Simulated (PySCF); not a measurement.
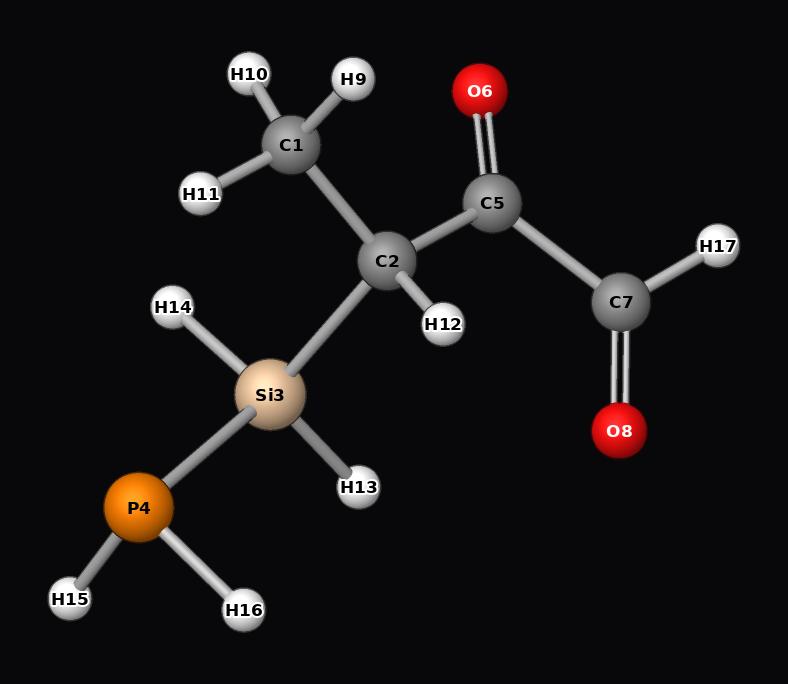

The questions are on isotropic NMR shieldings of the C atoms. The geometry was computed by an optimisation with GFN2-xTB. No frequency run is at hand to confirm it as a minimum. Level of theory: GIAO PBE0/pcSseg-1 NMR shielding, non-relativistic, gas phase (PySCF 2.14.0).

List the isotropic NMR shieldings of the C atoms.

```json
{"atom": "C1", "σ (ppm)": "175.3"}
{"atom": "C2", "σ (ppm)": "147.5"}
{"atom": "C5", "σ (ppm)": "−20.7"}
{"atom": "C7", "σ (ppm)": "−13.0"}
```

The geometry is semi-empirical. Around P, Si such bond lengths and angles can be off by a tenth of an ångström or more and by several degrees, and values that hang on the shape move with them.
